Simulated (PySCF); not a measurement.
System: RbBe (charge +1).

```tsv
atom	x (Å)	y (Å)	z (Å)
Rb	0.0000	0.0000	-0.3533
Be	0.0000	0.0000	3.3287
```

Theory: PySCF 2.14.0, PBE0/x2c-SVPall, spin-free X2C-1e, Gaussian nucleus, at a bond length of 3.682 Å.

**Predict the electron density and electron localisation function between the atoms.**

Rb–Be (3.68 Å): ρ at the midpoint is about 0.04 e/Å³; the ELF is about 0.05 at the midpoint.

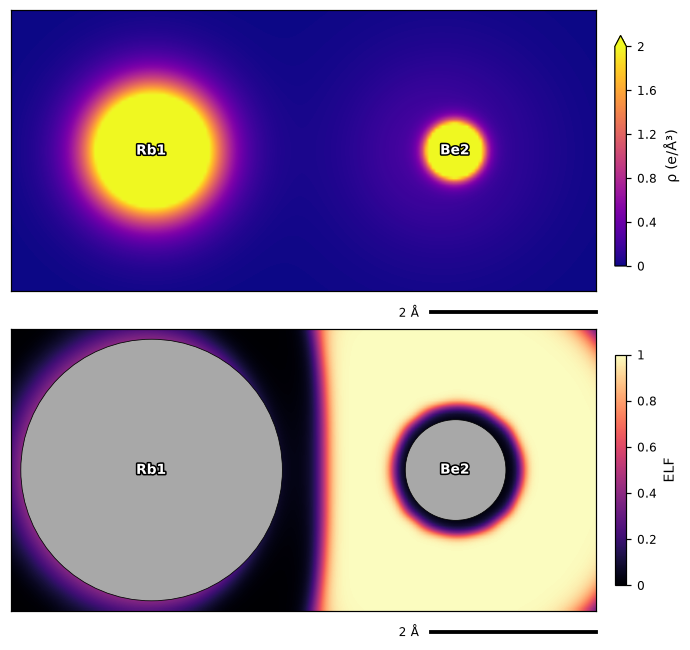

Computed electron density and electron localisation function on a plane that holds the molecular axis, in this order. Grey discs cover the atomic cores in the ELF map. 
